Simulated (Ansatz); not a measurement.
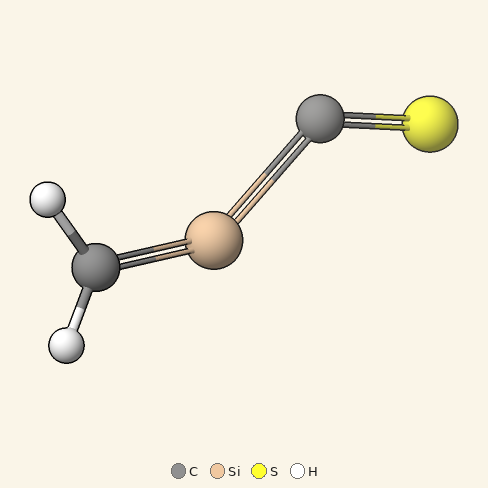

Geometry: atoms displaced at random (about 0.07 Å) from a stationary point of GFN2-xTB. Program: Ansatz 0.2.0.

Tabulate dipole (D) at these levels: B3LYP-D4/def2-TZVPP; CAM-B3LYP-D4/def2-TZVPP; PBE-D4/def2-TZVPP; PBE0-D4/def2-TZVPP; RHF-CCSD(T) (frozen core)/def2-TZVPP; r2SCAN-D4/def2-TZVPP; ωB97M-V/def2-TZVPP.

```
                               level  dipole (D)
                 B3LYP-D4/def2-TZVPP        0.43
             CAM-B3LYP-D4/def2-TZVPP        0.46
                   PBE-D4/def2-TZVPP        0.49
                  PBE0-D4/def2-TZVPP        0.43
RHF-CCSD(T) (frozen core)/def2-TZVPP        0.36
                r2SCAN-D4/def2-TZVPP        0.52
                  ωB97M-V/def2-TZVPP        0.53
```
